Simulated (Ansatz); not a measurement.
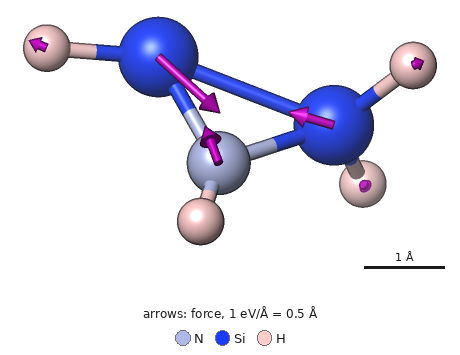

Starting geometry of Si2NH4 (charge +1) with the computed forces as purple arrows. Style: ball-and-stick. Shown from a free direction.

The calculation used Ansatz 0.2.0, RKS PBE0-D4/def2-TZVP. Set-up: force threshold 0.005 eV/Å; at most 200 steps.

What follows when this structure is relaxed?

Answer. It isn't relaxed: the largest force vector, on a Si atom, is 2.21 eV/Å. The final displacements follow the starting forces only in part (cosine between the two patterns 0.33). The largest move after the best rigid fit is that of an H atom, 0.19 Å. By element the largest moves are H 0.19 Å, Si 0.14 Å, N 0.08 Å. Among the contacts that change: Si–Si 2.377 → 2.242 Å, N–Si 1.729 → 1.659 Å, N–Si 1.747 → 1.781 Å, H–Si 1.462 → 1.482 Å. Among the angles between lasting bonds that change: Si–Si–H 158.5° → 176.0°, N–Si–H 111.4° → 124.3°, Si–N–Si 86.3° → 81.3°. The energy falls by 3.78 kcal/mol in 7 geometry steps. Largest force component: 1.5 eV/Å at the start, 0.0036 eV/Å at the end.
